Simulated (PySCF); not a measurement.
**C₅H₁₀O₂Si (SMILES C=CC[SiH]1OCCO1): density, localisation and related maps**

| atom | x (Å) | y (Å) | z (Å) |
| --- | --- | --- | --- |
| C | 3.0858 | 0.7749 | 0.2118 |
| C | 2.4406 | -0.3007 | -0.1999 |
| C | 1.3622 | -0.3009 | -1.2249 |
| Si | -0.2874 | -0.8268 | -0.4611 |
| O | -0.8510 | 0.2632 | 0.6259 |
| C | -2.2161 | 0.4956 | 0.4411 |
| C | -2.5909 | 0.0609 | -0.9937 |
| O | -1.5577 | -0.7322 | -1.4989 |
| H | 2.8702 | 1.7510 | -0.1909 |
| H | 3.8506 | 0.7295 | 0.9680 |
| H | 2.6703 | -1.2698 | 0.2222 |
| H | 1.6072 | -1.0237 | -2.0028 |
| H | 1.2943 | 0.6830 | -1.6904 |
| H | -0.2647 | -2.1709 | 0.1172 |
| H | -2.4153 | 1.5562 | 0.6089 |
| H | -2.7769 | -0.0943 | 1.1727 |
| H | -2.7119 | 0.9293 | -1.6485 |
| H | -3.5181 | -0.5178 | -0.9978 |

Geometry: GFN2-xTB.

Level of theory: PBE0/pcSseg-1, SCF density, gas phase, non-relativistic (PySCF).

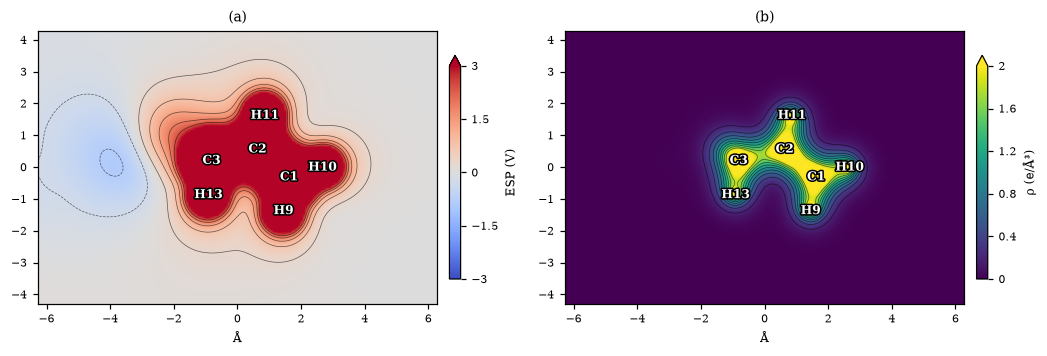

Figure 1. (a) molecular electrostatic potential; (b) total electron density on the plane of atoms C1, C2 and H11.

### Read the bonding off the picture.

Atoms in the plane: C and H. C–C (1.32 Å): the density is about 2.3 e/Å³ at the midpoint. C–H (1.08 Å): ρ at the midpoint is about 2 e/Å³. C–C (1.49 Å): the density is about 1.7 e/Å³ at the midpoint. Outside the dense part of the molecule the potential is most negative (−0.9 V) near O8, which lies off the plane.

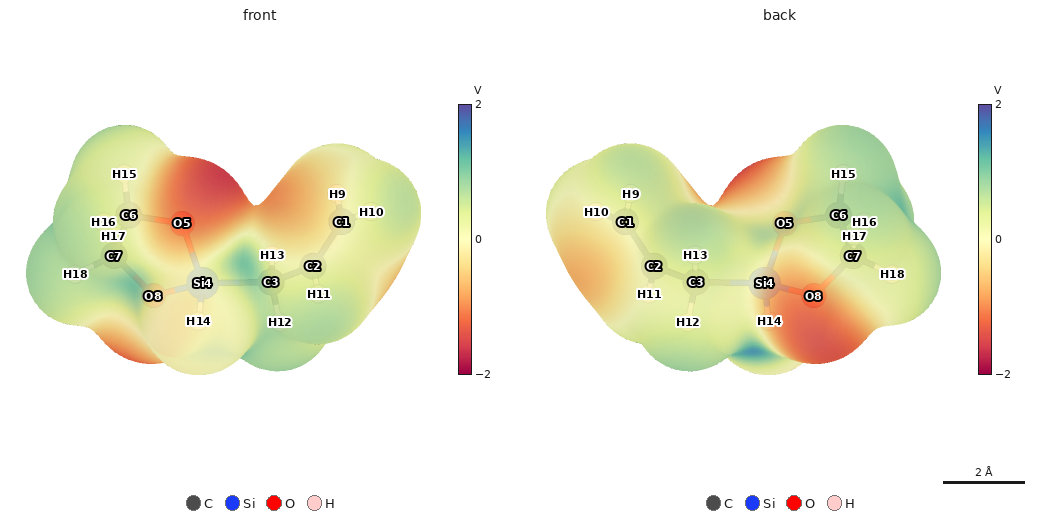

Figure 2. The molecular electrostatic potential painted on the density surface at 0.002 e/bohr³, seen from the front and from behind; red is negative and blue positive.

### Describe the electrostatic potential map.

The most negative region (about −1.6 V) lies over O5, the most positive (about +1.3 V) over Si4. O5 is the likeliest acceptor of a hydrogen bond.

### What dipole moment does the calculation give?

Its dipole moment is 0.93 D.
